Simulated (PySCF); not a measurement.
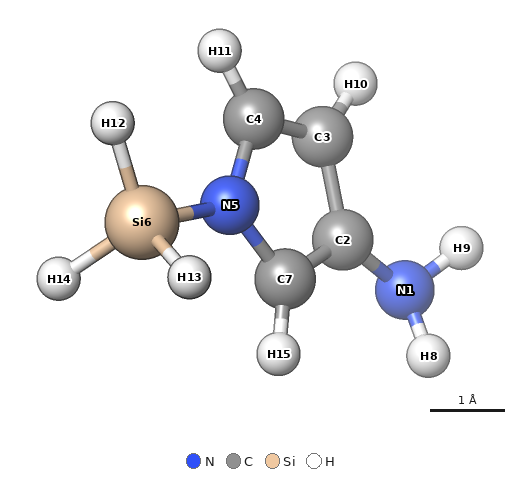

The input geometry of run 1 (ball-and-stick view, seen at a tilt; atoms are numbered from 1 in the order of the input). Bond lengths as drawn: C–C 1.36 to 1.42 Å, C–H 1.07 Å, C–N 1.37 to 1.39 Å, H–N 1.01 Å, H–Si 1.46 to 1.47 Å and N–Si 1.74 Å.

# Two runs on C$_{4}$H$_{8}$N$_{2}$Si

System: C$_{4}$H$_{8}$N$_{2}$Si, SMILES Nc1ccn([SiH3])c1.
Method of run 1: GIAO B3LYP/pcSseg-1 NMR shielding, non-relativistic, gas phase (PySCF 2.14.0).

The geometry comes from this level: GFN2-xTB. Text and figures count atoms from 1; the logs count them from 0 in places.

## Input, run 1
```
{"job": {"kind": "nmr", "xc": "B3LYP", "basis": "pcSseg-1", "pop": false}, "charge": 0, "multiplicity": 1}
N     -2.632889    -0.846612    -0.240349
C     -1.387809    -0.257985    -0.022304
C     -1.134775     0.847857     0.835308
C      0.210457     1.050707     0.835469
N      0.818723     0.135152     0.021643
Si     2.525901    -0.069093    -0.256928
C     -0.174869    -0.664103    -0.502317
H     -2.677092    -1.386945    -1.092561
H     -3.399918    -0.193369    -0.168370
H     -1.872683     1.408652     1.375231
H      0.792107     1.786739     1.354757
H      3.158520     1.096400     0.352595
H      2.734519    -0.115455    -1.705488
H      2.968288    -1.319717     0.364734
H      0.067109    -1.464239    -1.173333
```

The first line tells a small driver script what to run in PySCF; the rest is the geometry in Å.

Launched with:
```bash
OMP_NUM_THREADS=1 python <driver script> task.json out
```

Hardware: 1 CPU thread, shared host.

## Output (run 1)
```
coarse grid: 13056 points
cycle   1  E = -556.1101071136  dE =  1.161e+00  |g| = 4.818e-01  |ddm| = 3.703e+00
cycle   2  E = -556.0817522659  dE =  2.835e-02  |g| = 5.941e-01  |ddm| = 1.130e+00
cycle   3  E = -556.1675358809  dE = -8.578e-02  |g| = 7.796e-02  |ddm| = 6.842e-01
cycle   4  E = -556.1684216010  dE = -8.857e-04  |g| = 5.298e-02  |ddm| = 1.232e-01
cycle   5  E = -556.1690941980  dE = -6.726e-04  |g| = 1.016e-02  |ddm| = 4.997e-02
cycle   6  E = -556.1691103675  dE = -1.617e-05  |g| = 4.814e-03  |ddm| = 9.699e-03
cycle   7  E = -556.1691150481  dE = -4.681e-06  |g| = 4.302e-04  |ddm| = 3.337e-03
final grid: 121720 points
cycle   8  E = -556.2162035101  dE = -2.726e-05  |g| = 5.646e-03  |ddm| = 2.581e-02
cycle   9  E = -556.2161998108  dE =  3.699e-06  |g| = 6.965e-03  |ddm| = 1.197e-02
cycle  10  E = -556.2162110735  dE = -1.126e-05  |g| = 6.925e-04  |ddm| = 6.629e-03
cycle  11  E = -556.2162111694  dE = -9.588e-08  |g| = 2.227e-04  |ddm| = 6.893e-04
cycle  12  E = -556.2162111800  dE = -1.066e-08  |g| = 6.562e-05  |ddm| = 2.375e-04
cycle  13  E = -556.2162111809  dE = -8.961e-10  |g| = 2.505e-05  |ddm| = 8.082e-05
converged SCF energy = -556.2162111809

GIAO shielding tensors (ppm)
atom      isotropic    diamagn.    paramagn.     s11        s22        s33       span
  0 N      207.004     313.810    -106.806    178.460    185.751    256.801     78.341
  1 C       35.025     256.831    -221.806    -34.177     14.900    124.352    158.530
  2 C       73.983     255.494    -181.511      2.923     72.742    146.284    143.361
  3 C       52.795     251.328    -198.532    -24.538     58.960    123.964    148.502
  4 N      111.633     330.410    -218.776     23.959    107.717    203.225    179.266
  5 Si     392.300     879.964    -487.664    353.345    373.922    449.635     96.290
  6 C       74.792     252.845    -178.053     13.304     84.191    126.881    113.577
  7 H       29.030      31.211      -2.181     21.590     28.473     37.027     15.437
  8 H       29.034      30.334      -1.300     21.747     28.122     37.235     15.488
  9 H       25.958      32.536      -6.578     23.733     26.792     27.349      3.616
 10 H       25.605      32.070      -6.464     22.336     26.508     27.972      5.636
 11 H       27.094      29.398      -2.304     23.372     26.357     31.553      8.181
 12 H       26.836      29.349      -2.514     23.214     25.371     31.923      8.709
 13 H       26.799      29.096      -2.297     23.388     24.770     32.241      8.853
 14 H       25.744      33.741      -7.998     22.208     26.143     28.880      6.672
```

The input of run 2 differs as follows (lines with − go, lines with + come):
```diff
-"xc": "B3LYP"
-"basis": "pcSseg-1"
+"xc": "PBE0"
+"basis": "IGLO-II"
```

What does this change do to the results?

The total energies belong to different models, so their difference says nothing on which is more stable or more accurate. The HOMO goes from −5.10 to −5.31 eV. The LUMO goes from 0.26 to 0.56 eV. Of all shieldings, the largest change is that of Si6, by +11.5 ppm. The functional changes from B3LYP to PBE0. The SCF takes 14 iterations against 13. The basis functions go from 166 to 215.

## Output (run 2)
```
coarse grid: 13056 points
cycle   1  E = -555.8052265437  dE =  1.202e+00  |g| = 4.512e-01  |ddm| = 3.208e+00
cycle   2  E = -555.7929479698  dE =  1.228e-02  |g| = 4.990e-01  |ddm| = 8.368e-01
cycle   3  E = -555.8515684637  dE = -5.862e-02  |g| = 8.190e-02  |ddm| = 4.851e-01
cycle   4  E = -555.8524147253  dE = -8.463e-04  |g| = 5.844e-02  |ddm| = 1.074e-01
cycle   5  E = -555.8532213572  dE = -8.066e-04  |g| = 8.698e-03  |ddm| = 4.556e-02
cycle   6  E = -555.8532324456  dE = -1.109e-05  |g| = 4.125e-03  |ddm| = 7.552e-03
cycle   7  E = -555.8532358413  dE = -3.396e-06  |g| = 4.406e-04  |ddm| = 2.516e-03
final grid: 121720 points
cycle   8  E = -555.8477884027  dE = -6.841e-05  |g| = 6.994e-03  |ddm| = 2.157e-02
cycle   9  E = -555.8477845040  dE =  3.899e-06  |g| = 8.123e-03  |ddm| = 1.141e-02
cycle  10  E = -555.8477992116  dE = -1.471e-05  |g| = 7.047e-04  |ddm| = 6.257e-03
cycle  11  E = -555.8477992848  dE = -7.323e-08  |g| = 3.816e-04  |ddm| = 6.178e-04
cycle  12  E = -555.8477993150  dE = -3.020e-08  |g| = 6.801e-05  |ddm| = 2.737e-04
cycle  13  E = -555.8477993158  dE = -7.686e-10  |g| = 4.031e-05  |ddm| = 8.463e-05
cycle  14  E = -555.8477993162  dE = -3.951e-10  |g| = 6.543e-06  |ddm| = 3.316e-05
converged SCF energy = -555.8477993162

GIAO shielding tensors (ppm)
atom      isotropic    diamagn.    paramagn.     s11        s22        s33       span
  0 N      214.254     313.038     -98.784    187.492    195.890    259.378     71.886
  1 C       45.645     259.047    -213.402    -21.937     27.954    130.918    152.855
  2 C       82.336     256.170    -173.834     12.909     79.962    154.138    141.228
  3 C       61.849     254.678    -192.829    -13.726     67.329    131.944    145.669
  4 N      120.181     323.944    -203.763     36.200    114.012    210.331    174.131
  5 Si     403.818     883.698    -479.880    366.482    385.408    459.565     93.083
  6 C       82.942     255.901    -172.959     23.014     91.713    134.100    111.087
  7 H       29.339      30.683      -1.344     21.958     28.729     37.329     15.371
  8 H       29.350      30.070      -0.719     22.160     28.306     37.586     15.426
  9 H       26.188      32.289      -6.101     23.912     27.043     27.609      3.696
 10 H       25.935      32.175      -6.240     22.667     26.991     28.147      5.480
 11 H       26.850      29.847      -2.997     23.233     26.146     31.171      7.937
 12 H       26.657      29.785      -3.128     23.183     25.159     31.631      8.448
 13 H       26.641      29.573      -2.933     23.364     24.613     31.945      8.581
 14 H       26.086      34.129      -8.043     22.629     26.600     29.028      6.399
```

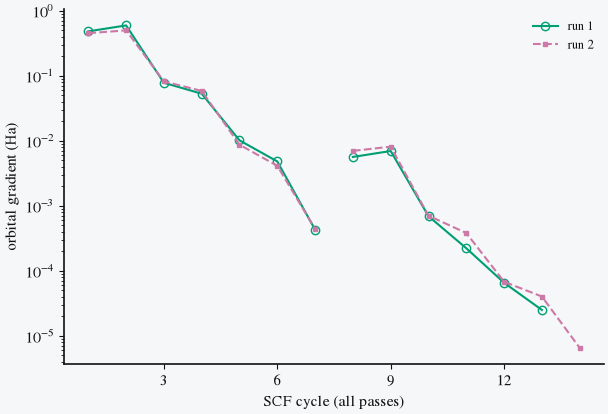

Convergence of the two runs: orbital gradient against the SCF cycle. A break in a curve parts two SCF passes (coarse and final grid). Run 1 takes 13 cycles in all, and run 2 takes 14.

## The two runs side by side

| quantity | run 1 | run 2 |
| --- | --- | --- |
| outcome | converged | converged |
| total energy (hartree) | −556.216211 | −555.847799 |
| HOMO (eV) | −5.10 | −5.31 |
| LUMO (eV) | 0.26 | 0.56 |
| dipole moment (D) | 1.25 | 1.23 |
| shielding of N1 (ppm) | 207.0 | 214.3 |
| shielding of C2 (ppm) | 35.0 | 45.6 |
| shielding of C3 (ppm) | 74.0 | 82.3 |
| shielding of C4 (ppm) | 52.8 | 61.8 |
| shielding of N5 (ppm) | 111.6 | 120.2 |
| shielding of Si6 (ppm) | 392.3 | 403.8 |
| shielding of C7 (ppm) | 74.8 | 82.9 |
| SCF iterations | 13 | 14 |
| basis functions | 166 | 215 |
| wall time (shared host) | 20 s | 26 s |
